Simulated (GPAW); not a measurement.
## MgO2 (R-3m): G0W0 with GPAW, start to end

How does a plane-wave GW calculation on MgO2 (R-3m) run from the first input to the gap?

Method: LDA and many-body steps on it, plane waves, in GPAW 26.7.0.

## 1. The starting structure

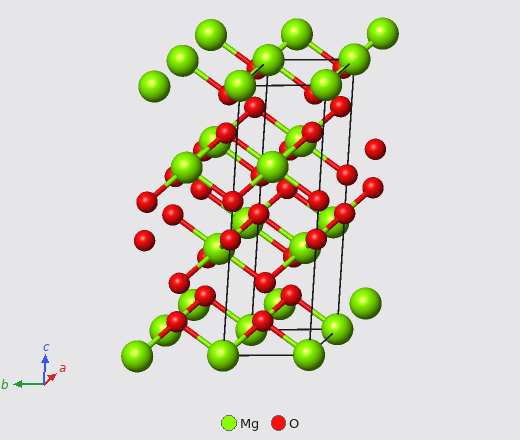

The starting structure, seen from a free direction (magnesium green, oxygen red). 2×2×1 cells are drawn. This picture shows the conventional cell, with its axes. Bonds to atoms that aren't drawn are left out. Some periodic images of atoms are drawn too.

The cell and positions are those that the Materials Project relaxed with its own functionals (PBE, PBE+U or r2SCAN), kept fixed.

## 2. Ground state

This step: GPAW 26.7.0; DFT, LDA, plane waves, PAW.

The ground-state density comes first.

Input file run.py:

```python
import json
import numpy as np
from gpaw.mpi import world
from ase import Atoms
from gpaw import GPAW, PW, FermiDirac

atoms = Atoms(['Mg', 'O', 'O'],
    cell=[[1.6047610160, 0.9265092046, 3.4939788749],
      [-1.6047610160, 0.9265092046, 3.4939788749],
      [0.0000000000, -1.8530184092, 3.4939788749]],
    scaled_positions=[[0.0000000000, 0.0000000000, 0.0000000000],
      [0.4287860000, 0.4287860000, 0.4287860000],
      [0.5712140000, 0.5712140000, 0.5712140000]],
    pbc=(True, True, True))
calc = GPAW(mode=PW(600),
    xc='LDA',
    kpts={'size': (8, 8, 8), 'gamma': True},
    occupations=FermiDirac(0.001),
    nbands=-7,
    convergence={'density': 1e-6, 'bands': -3},
    maxiter=100,
    txt='gs.txt')
atoms.calc = calc
res = {'energy': atoms.get_potential_energy()}
kpts = calc.get_ibz_k_points()
res['kpts'] = kpts
res['eigenvalues'] = [calc.get_eigenvalues(kpt=k) for k in range(len(kpts))]
res['n_electrons'] = calc.get_number_of_electrons()
calc.write('gs.gpw')

if world.rank == 0:
    with open('result.json', 'w') as f:
        json.dump(res, f, default=lambda x: x.tolist())
```

On the command line:

```bash
$ mpirun -n 4 gpaw python run.py
```

Output:

```text
__  _  _
 | _ |_)|_||  |
 |__||  | ||/\| - 26.7.0

Input parameters:
  mode=PW(ecut=600.0),
  convergence={'density': 1e-06, 'bands': -3},
  kpts=MonkhorstPack(size=(8, 8, 8), gamma=True),
  maxiter=100,
  nbands=-7,
  occupations=Occupations(name='fermi-dirac', width=0.001, fixmagmom=False),
  xc=XC(name='LDA')
  [... matrices ...]
Diagonalizing LCAO Hamiltonian
Converting LCAO to pw mode

       O

       O

       Mg

Atoms  # Å, Bohr magnetons
|   | symbol |         x |         y |        z |    initial magnetic moments |
| 0 |     Mg |  0.000000 |  0.000000 | 0.000000 | ( 0.0000,  0.0000,  0.0000) |
| 1 |      O | -0.000000 | -0.000000 | 4.494508 | ( 0.0000,  0.0000,  0.0000) |
| 2 |      O |  0.000000 |  0.000000 | 5.987429 | ( 0.0000,  0.0000,  0.0000) |

Unit cell  # Å
| periodic |         x |         y |        z |  lengths |    angles |
|      yes |  1.604761 |  0.926509 | 3.493979 | 3.954942 | 47.877643 |
|      yes | -1.604761 |  0.926509 | 3.493979 | 3.954942 | 47.877643 |
|      yes |  0.000000 | -1.853018 | 3.493979 | 3.954942 | 47.877643 |

Number of symmetries: 12
Symmetry operations  # r_c * U_cc + t_c -> r_c
|    | kind |            matrix            |
|  0 |  E   |  1, 0, 0,  0, 1, 0,  0, 0, 1 |
|  1 |  σ   |  1, 0, 0,  0, 0, 1,  0, 1, 0 |
|  2 |  σ   |  0, 1, 0,  1, 0, 0,  0, 0, 1 |
|  3 |  C3  |  0, 1, 0,  0, 0, 1,  1, 0, 0 |
|  4 |  C3  |  0, 0, 1,  1, 0, 0,  0, 1, 0 |
|  5 |  σ   |  0, 0, 1,  0, 1, 0,  1, 0, 0 |
|  6 |  C2  |  0, 0,-1,  0,-1, 0, -1, 0, 0 |
|  7 |  S6  |  0, 0,-1, -1, 0, 0,  0,-1, 0 |
|  8 |  S6  |  0,-1, 0,  0, 0,-1, -1, 0, 0 |
|  9 |  C2  |  0,-1, 0, -1, 0, 0,  0, 0,-1 |
| 10 |  C2  | -1, 0, 0,  0, 0,-1,  0,-1, 0 |
| 11 |  i   | -1, 0, 0,  0,-1, 0,  0, 0,-1 |

BZ-sampling:
  Number of BZ points: 512
  Number of IBZ points: 65

  Monkhorst-Pack size: [8, 8, 8]
  Monkhorst-Pack shift: [0.0625, 0.0625, 0.0625]

K-points  # in reciprocal-cell coordinates
|     |                                coordinates |     weight |
|   0 | (  0.00000000,   0.00000000,   0.00000000) | 0.00195312 |
|   1 | (  0.12500000,   0.00000000,  -0.12500000) | 0.01171875 |
|   2 | (  0.12500000,   0.00000000,   0.00000000) | 0.01171875 |
|   3 | (  0.12500000,   0.12500000,  -0.12500000) | 0.01171875 |
|   4 | (  0.12500000,   0.12500000,   0.00000000) | 0.01171875 |
|   5 | (  0.12500000,   0.12500000,   0.12500000) | 0.00390625 |
|   6 | (  0.25000000,  -0.12500000,  -0.12500000) | 0.01171875 |
|   7 | (  0.25000000,   0.00000000,  -0.25000000) | 0.01171875 |
|   8 | (  0.25000000,   0.00000000,  -0.12500000) | 0.02343750 |
|   9 | (  0.25000000,   0.00000000,   0.00000000) | 0.01171875 |
| ... |                                            |            |
|  64 | (  0.50000000,   0.50000000,   0.50000000) | 0.00195312 |

Plane wave coefficients: 1058
Cutoff: 600.0 eV

Spin-components: 1 (collinear spins)
Bands:           18
Projectors:      15
Spin-degeneracy: 2
Datatype:        complex128

  Storage: CPU
  Wave functions: 18_776_160 bytes (4_694_040 per core)
  Projectors: 22_948_640 bytes (5_737_160 per core)
  [... matrices ...]
Parallelization:
  kpt:    4
  domain: 1
  band:   1

Density:
  Valence electrons: 22.0
  Components: 1
  Grid points: [24 24 24]
  Charge: 0.0  # |e|

Potential:
  Grid points: [24 24 24]

species:
  Mg:
    name:    Magnesium
    Z:       12.0
    valence: 10
    core:    2
    charge:  0.0  # [|e|]
    compensation charges:
      type: gauss
      rc: 0.33  # [Å]
      lmax: 2
    cutoffs:
      filter: 1.86  # [Å]
      core: 0.54  # [Å]
    projectors
    | kind |    occ | energy [eV] | rcut [Å] |
    |   2s |  2.000 |     -79.291 |    1.090 |
    |   3s |  2.000 |      -4.782 |    1.090 |
    |   2p |  6.000 |     -46.725 |    1.085 |
    |   3p |  0.000 |      -1.374 |    1.085 |
    |    d |        |       0.000 |    1.037 |

    Using partial waves for Mg as LCAO basis

  O:
    name:    Oxygen
    Z:       8.0
    valence: 6
    core:    2
    charge:  0.0  # [|e|]
    compensation charges:
      type: gauss
      rc: 0.21  # [Å]
      lmax: 2
    cutoffs:
      filter: 1.17  # [Å]
      core: 0.83  # [Å]
    projectors
    | kind |    occ | energy [eV] | rcut [Å] |
    |   2s |  2.000 |     -23.752 |    0.688 |
    |   2p |  4.000 |      -9.195 |    0.598 |
    |    s |        |       3.459 |    0.688 |
    |    p |        |      18.016 |    0.598 |
    |    d |        |       0.000 |    0.619 |

    Using partial waves for O as LCAO basis

Reference energy: -9483.046153  # eV

eigensolver:
  PPCG
  Converge bands: -3
  niter=2

density mixing:
  MSR1-Mixer
  Pratt-step length: 0.05
  Maximum mixing coefficient: 0.75
  Old densities: 10
  SVD Regularization: 0.005
  Good broyden scale: 1.0
  Trust region scale: 1.0
  Backstep threshold: 4.0
  History deletion threshold: 6.0
  Fourier metric: weight=20.0, sigma=0.015

occupation numbers:
  Fermi-Dirac:
    width: 0.0010  # eV

poisson solver:
  ecut: 4800.0  # eV

xc functional:
  name: None

Initialization done in: 1.303 s

convergence criteria:
- Maximum integral of absolute [dens]ity change: 1e-06 electrons / valence electron
- Maximum [total energy] change in last 3 cyles: 0.0005 eV / valence electron
- Maximum integral of absolute [eigenst]ate change: 4e-08 eV^2 / valence electron
maximum number of iterations: 100

SCF iterations
|iter     |     time |      energy | eigst |  dens |
|iter:   1|  |  -20.033878 | +0.74 |       |
|iter:   2|  |  -19.785034 | -0.75 | -0.99 |
|iter:   3|  |  -18.734540 | -1.26 | -1.03 |
|iter:   4|  |  -18.710741 | -2.75 | -1.65 |
|iter:   5|  |  -18.708359 | -3.41 | -2.14 |
|iter:   6|  |  -18.708354c| -5.30 | -2.96 |
|iter:   7|  |  -18.708357c| -6.52 | -3.46 |
|iter:   8|  |  -18.708357c| -8.40c| -4.55 |
|iter:   9|  |  -18.708357c| -8.24c| -5.12 |
|iter:  10|  |  -18.708357c| -9.14c| -6.08c|

Converged in 10 steps
SCF loop duration: 5.650 s (0.565 s/step)
Energy contributions relative to reference atoms: (reference = -9483.046153)
  [... matrices ...]
Energy contributions:
  Kinetic:          11.618180
  Coulomb:         -10.571314
  Zero:              0.210447
  External:          0.000000
  Xc:              -19.965671
  Entropy:          -0.000000
  Spinorbit:         0.000000
  ----------------------------
  Free energy:     -18.708357
  Extrapolated:    -18.708357

dipole moment: (0.000000, -0.000000, -15.150130)  # |e|*Ang

Fermi level: 3.761
Eigenvalues  # (at kpt = [0.000, 0.000, 0.000])
| band index |      eig [eV] | occ [0-2] |
|          0 |       -69.082 |     2.000 |
|        ... |               |           |
|          3 |       -36.521 |     2.000 |
|          4 |       -17.358 |     2.000 |
|          5 |       -10.517 |     2.000 |
|          6 |        -4.060 |     2.000 |
|          7 |         0.371 |     2.000 |
|          8 |         0.371 |     2.000 |
|          9 |         2.885 |     2.000 |
|         10 |         2.885 |     2.000 |
|         11 |         8.058 |     0.000 |
|         12 |         8.399 |     0.000 |
|         13 |        15.542 |     0.000 |
|         14 |        17.334 |     0.000 |
|         15 |        18.215 |     0.000 |
|         16 |        18.215 |     0.000 |
|         17 |        19.944 |     0.000 |

Gap: 2.196 eV
Transition (v -> c):
  (s=0, k=64, n=10, [0.50, 0.50, 0.50]) -> (s=0, k=64, n=11, [0.50, 0.50, 0.50])
No difference between direct/indirect transitions
# Writing to gs.gpw (mode='')
  [... matrices ...]
```

Run time: 8.4 s. Hardware: 4 MPI ranks of Arm Neoverse V2, shared host; peak memory 0.68 GiB; 33 s of CPU time.

This step gave:

| Quantity | Value |
| --- | --- |
| total energy | -18.71 eV |
| gap | 2.196 eV |
| k of the valence top | 0.5, 0.5, 0.5 |
| k of the conduction bottom | 0.5, 0.5, 0.5 |
| least direct gap | 2.196 eV |

The gap is direct, at (0.500, 0.500, 0.500).

## 3. Bands along the symmetry lines

The cheap functional maps the bands first; the places of the edges decide which points the dearer methods must see.

Input file run.py:

```python
import json
import numpy as np
from gpaw.mpi import world
from gpaw import GPAW

path = [[0.000000, 0.000000, 0.000000],
    [0.062500, 0.062500, 0.062500],
    [0.125000, 0.125000, 0.125000],
    [0.187500, 0.187500, 0.187500],
    [0.250000, 0.250000, 0.250000],
    [0.312500, 0.312500, 0.312500],
    [0.375000, 0.375000, 0.375000],
    [0.437500, 0.437500, 0.437500],
    [0.500000, 0.500000, 0.500000],
    [0.535807, 0.464193, 0.500000],
    [0.571614, 0.428386, 0.500000],
    [0.607421, 0.392579, 0.500000],
    [0.643228, 0.356772, 0.500000],
    [0.679035, 0.320965, 0.500000],
    [0.714842, 0.285158, 0.500000],
    [0.750649, 0.249351, 0.500000],
    [0.786455, 0.213545, 0.500000],
    [0.500000, -0.213545, 0.213545],
    [0.500000, -0.186851, 0.186851],
    [0.500000, -0.160158, 0.160158],
    [0.500000, -0.133465, 0.133465],
    [0.500000, -0.106772, 0.106772],
    [0.500000, -0.080079, 0.080079],
    [0.500000, -0.053386, 0.053386],
    [0.500000, -0.026693, 0.026693],
    [0.500000, 0.000000, 0.000000],
    [0.437500, 0.000000, 0.000000],
    [0.375000, 0.000000, 0.000000],
    [0.312500, 0.000000, 0.000000],
    [0.250000, 0.000000, 0.000000],
    [0.187500, 0.000000, 0.000000],
    [0.125000, 0.000000, 0.000000],
    [0.062500, 0.000000, 0.000000],
    [0.000000, 0.000000, 0.000000],
    [0.044597, -0.044597, 0.000000],
    [0.089193, -0.089193, 0.000000],
    [0.133790, -0.133790, 0.000000],
    [0.178386, -0.178386, 0.000000],
    [0.222983, -0.222983, 0.000000],
    [0.267579, -0.267579, 0.000000],
    [0.312176, -0.312176, 0.000000],
    [0.356772, -0.356772, -0.000000],
    [0.643228, 0.000000, 0.356772],
    [0.625324, 0.000000, 0.374676],
    [0.607421, 0.000000, 0.392579],
    [0.589517, 0.000000, 0.410483],
    [0.571614, 0.000000, 0.428386],
    [0.553710, 0.000000, 0.446290],
    [0.535807, 0.000000, 0.464193],
    [0.517903, 0.000000, 0.482097],
    [0.500000, 0.000000, 0.500000],
    [0.437500, 0.000000, 0.437500],
    [0.375000, 0.000000, 0.375000],
    [0.312500, 0.000000, 0.312500],
    [0.250000, 0.000000, 0.250000],
    [0.187500, 0.000000, 0.187500],
    [0.125000, 0.000000, 0.125000],
    [0.062500, 0.000000, 0.062500],
    [0.000000, 0.000000, 0.000000]]
calc = GPAW('gs.gpw').fixed_density(kpts=path,
    symmetry='off',
    nbands=21,
    convergence={'bands': 17},
    txt='bands.txt')
res = {}
kpts = calc.get_ibz_k_points()
res['kpts'] = kpts
res['eigenvalues'] = [calc.get_eigenvalues(kpt=k) for k in range(len(kpts))]
res['n_electrons'] = calc.get_number_of_electrons()

if world.rank == 0:
    with open('result.json', 'w') as f:
        json.dump(res, f, default=lambda x: x.tolist())
```

On the command line:

```bash
$ mpirun -n 4 gpaw python run.py
```

Output:

```text
Diagonalizing LCAO Hamiltonian
Converting LCAO to pw mode
convergence criteria:
- Maximum integral of absolute [eigenst]ate change: 4e-08 eV^2 / valence electron
maximum number of iterations: 100

SCF iterations
|iter     |     time |      energy | eigst |  dens |
|iter:   1|  |             | +1.88 |       |
|iter:   2|  |             | +0.30 |       |
|iter:   3|  |             | -0.81 |       |
|iter:   4|  |             | -2.81 |       |
|iter:   5|  |             | -4.27 |       |
|iter:   6|  |             | -6.04 |       |
|iter:   7|  |             | -7.13 |       |
|iter:   8|  |             | -8.26c|       |
SCF steps: 8
  __  _  _
 | _ |_)|_||  |
 |__||  | ||/\| - 26.7.0

Input parameters:
  mode=PW(ecut=600.0),
  convergence={'bands': 17},
  gpts=array([24, 24, 24]),
  kpts=KPoints(kpts=array([[ 0.      ,  0.      ,  0.      ],
         [ 0.0625  ,  0.0625  ,  0.0625  ],
         [ 0.125   ,  0.125   ,  0.125   ],
         [ 0.1875  ,  0.1875  ,  0.1875  ],
[...]
[ 0.535807,  0.464193,  0.5     ],
         [ 0.571614,  0.428386,  0.5     ],
         [ 0.607421,  0.392579,  0.5     ],
[...]
[ 0.5     , -0.213545,  0.213545],
         [ 0.5     , -0.186851,  0.186851],
         [ 0.5     , -0.160158,  0.160158],
[...]
[ 0.5     , -0.053386,  0.053386],
         [ 0.5     , -0.026693,  0.026693],
[...]
[ 0.312176, -0.312176,  0.      ],
         [ 0.356772, -0.356772, -0.      ],
         [ 0.643228,  0.      ,  0.356772],
         [ 0.625324,  0.      ,  0.374676],
         [ 0.607421,  0.      ,  0.392579],
         [ 0.589517,  0.      ,  0.410483],
         [ 0.571614,  0.      ,  0.428386],
[...]
[ 0.535807,  0.      ,  0.464193],
         [ 0.517903,  0.      ,  0.482097],
[...]
[ 0.125   ,  0.      ,  0.125   ],
         [ 0.0625  ,  0.      ,  0.0625  ],
         [ 0.      ,  0.      ,  0.      ]])),
  maxiter=100,
  nbands=21,
  occupations=Occupations(name='fermi-dirac', width=0.001, fixmagmom=False),
  parallel={},
  symmetry=Symmetry(point_group=False, time_reversal=False),
  xc=XC(name='LDA')
```

Run time: 7 s. Hardware: 4 MPI ranks; peak memory 0.71 GiB.

This step gave:

```
gap                        : 2.196 eV
k of the valence top       : 0.5, 0.5, 0.5
k of the conduction bottom : 0.5, 0.5, 0.5
least direct gap           : 2.196 eV
```

The gap is 2.196 eV, as in the run before at this level.

Electronic bands along the path, in eV, zero at the top of the highest filled band:

```
     point  band 8  band 9  band 10  band 11  band 12  band 13  band 14  band 15
         Γ   -3.32   -3.32    -0.81    -0.81     4.37     4.71    11.85    13.64
         T   -3.84   -3.84     0.00     0.00     2.20     4.72     9.16    13.89
        H2   -5.11   -4.71    -2.09    -0.69     3.72     9.55     9.82    12.28
jump to H0   -5.11   -4.71    -2.09    -0.69     3.72     9.55     9.82    12.28
         L   -6.10   -3.67    -1.28    -1.13     4.05     8.36     9.95    12.28
         Γ   -3.32   -3.32    -0.81    -0.81     4.37     4.71    11.85    13.64
        S0   -5.10   -5.00    -1.84    -0.89     3.81     9.30    10.44    12.21
jump to S2   -5.10   -5.00    -1.84    -0.89     3.81     9.30    10.44    12.21
         F   -5.42   -4.35    -2.19    -0.13     3.41     7.53    10.74    12.11
         Γ   -3.32   -3.32    -0.81    -0.81     4.37     4.71    11.85    13.64
```

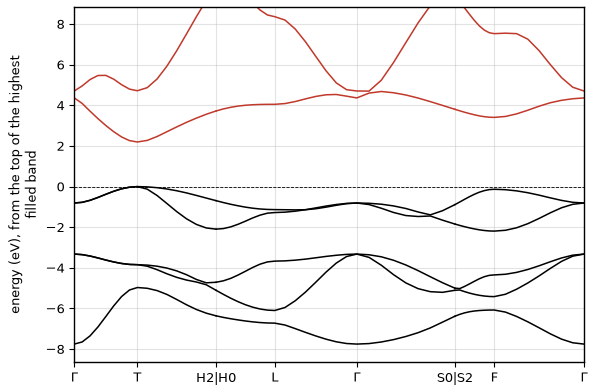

Electronic bands along the path; lines of filled and empty bands in two colours.

## 4. Empty states on the mesh, 4×4×4 mesh, 80 bands

The sums over transitions need many empty states on a uniform mesh; this step solves for them.

Input file run.py:

```python
import json
import numpy as np
from gpaw.mpi import world
from gpaw import GPAW

calc = GPAW('gs.gpw').fixed_density(kpts={'size': (4, 4, 4), 'gamma': True},
    parallel={'domain': 1, 'band': 1},
    txt='nscf.txt')
calc.diagonalize_full_hamiltonian(nbands=80)
calc.write('full.gpw', mode='all')
res = {}
kpts = calc.get_ibz_k_points()
res['kpts'] = kpts
res['eigenvalues'] = [calc.get_eigenvalues(kpt=k) for k in range(len(kpts))]
res['n_electrons'] = calc.get_number_of_electrons()

if world.rank == 0:
    with open('result.json', 'w') as f:
        json.dump(res, f, default=lambda x: x.tolist())
```

On the command line:

```bash
$ mpirun -n 4 gpaw python run.py
```

Output:

```text
Diagonalizing LCAO Hamiltonian
Converting LCAO to pw mode
convergence criteria:
- Maximum integral of absolute [eigenst]ate change: 4e-08 eV^2 / valence electron
maximum number of iterations: 100

SCF iterations
|iter     |     time |      energy | eigst |  dens |
|iter:   1|  |             | +0.83 |       |
|iter:   2|  |             | -0.64 |       |
|iter:   3|  |             | -1.93 |       |
|iter:   4|  |             | -3.44 |       |
|iter:   5|  |             | -4.58 |       |
|iter:   6|  |             | -6.08 |       |
|iter:   7|  |             | -7.09 |       |
|iter:   8|  |             | -7.74c|       |
SCF steps: 8
  __  _  _
 | _ |_)|_||  |
 |__||  | ||/\| - 26.7.0

Input parameters:
  mode=PW(ecut=600.0),
  convergence={'density': 1e-06, 'bands': -3},
  gpts=array([24, 24, 24]),
  kpts=MonkhorstPack(size=(4, 4, 4), gamma=True),
  maxiter=100,
  nbands=18,
  occupations=Occupations(name='fermi-dirac', width=0.001, fixmagmom=False),
  parallel={'domain': 1, 'band': 1},
  xc=XC(name='LDA')
Matrix size: 1048x1048
# Writing to full.gpw (mode='all')
  [... matrices ...]

timing:  # [seconds]
  Total: 4.552  # ━━━━━━━━━━━━━━━━━━━━━━━━━━━━━━━━━━━━━━━━━━━━━━━━━━━━━━━━━━━
```

The job ended after 7.9 s (4 MPI ranks; peak memory 1.1 GiB; 31 s of CPU time).

Numbers from this step:

```yaml
gap: 2.196 eV
k_of_the_valence_top: 0.5, 0.5, 0.5
k_of_the_conduction_bottom: 0.5, 0.5, 0.5
least_direct_gap: 2.196 eV
k_points_computed: 13
lowest_point_of_the_top_converged_band_above_the_valence_top: 86.2840 eV
```

On this mesh the gap is 2.196 eV.

(Part 1 of 2 ends here.)

[Paths, hosts, dates, memory and timing lines, banners, echoed tables and standing remarks are left out of the program output.]

[Logs are printed without paths, hosts, clocks, repeated set-up lines and the standing remarks that a program may print on its own settings, such as how far it seeks lower states.]

[Runs of the session that timed out or met a known fault of the program may be left out.]

[Hosts, paths, dates, database ids (printed as entryN), source tags and the programs' standing remarks are cut or masked in the printed files.]
